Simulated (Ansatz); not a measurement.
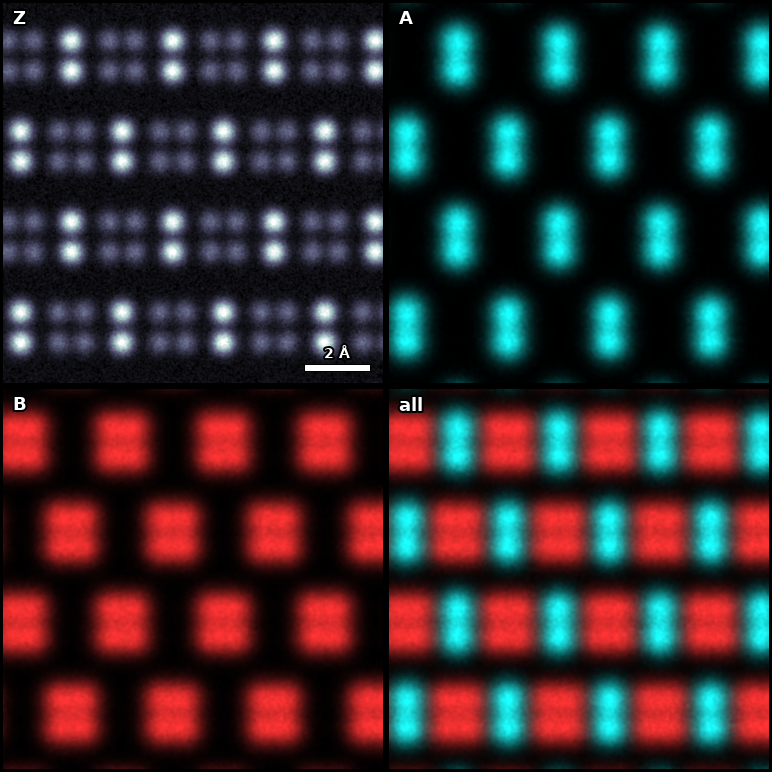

WSe₂ (P6_3/mmc, No. 194) along [101]. Panel Z: Simulated incoherent Z contrast: every atom adds Z^1.7 spread by a probe of 0.50 Å full width; channelling and multiple scattering are left out. The display is stretched by a gamma of 0.65; percentages refer to the linear signal. Shot noise was added. The other panels are simulated element maps (the number of atoms of one element along the beam, blurred by 0.9 Å, with counting noise; each on its own scale, no channelling); the last overlays them. Structure used: coordinates from a relaxation with DFT, r2SCAN+rVV10, plane waves, PAW (Ansatz 0.2.0); the starting structure was generated, so it need not be a known form of this composition.

```
W Se
1.0
     3.29967    0.00000    0.00000
    -1.64983    2.85760    0.00000
     0.00000    0.00000   13.14870
W Se
2 4
Cartesian
  0.0000 1.9051 3.2872
  1.6498 0.9525 9.8615
  1.6498 0.9525 4.9526
  1.6498 0.9525 1.6218
  0.0000 1.9051 11.5269
  0.0000 1.9051 8.1961
```

### Which element does each lettered map show?

A: W, B: Se. The projected cell (3.20 × 3.28 Å, 119°) holds 6 columns: 4 of Se and 2 of W. No column is shared by two of the mapped elements.
